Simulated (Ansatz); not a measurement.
```xyz
12

Ga   -0.1069   -0.3741   -0.3919
C     0.0580   -0.2834    2.7825
H    -0.8585   -0.4965    3.3704
H     0.9176   -0.7373    3.3209
C     0.2596    1.2181    2.5649
H     0.3579    1.7485    3.5369
H     1.1771    1.4319    1.9794
H    -0.5984    1.6802    2.0284
Cl    1.8316    0.4129   -0.8401
Cl   -1.9110    0.7466   -0.6729
F    -0.2409   -2.0368    0.0718
H    -0.0474   -0.8943    1.8541
```

Not at a stationary point (largest force 1.0 eV/Å).

Computed with RKS PBE/def2-SVP in Ansatz 0.2.0.

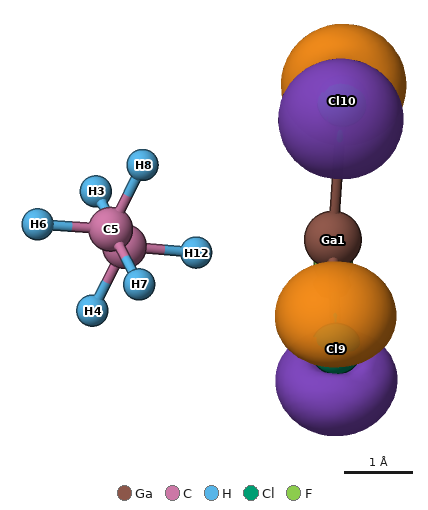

Cl2FGa···C2H6. The HOMO at ±0.15 Å⁻³ᐟ² (orange and purple are the two phases), seen from one side.

Question: Describe this orbital and give its energy.

Answer: By Hirshfeld shares it lies mainly on Cl10 (about 50 %) and Cl9 (about 45 %); largely a combination of lone pairs on Cl10 and Cl9. Its energy is −7.93 eV.
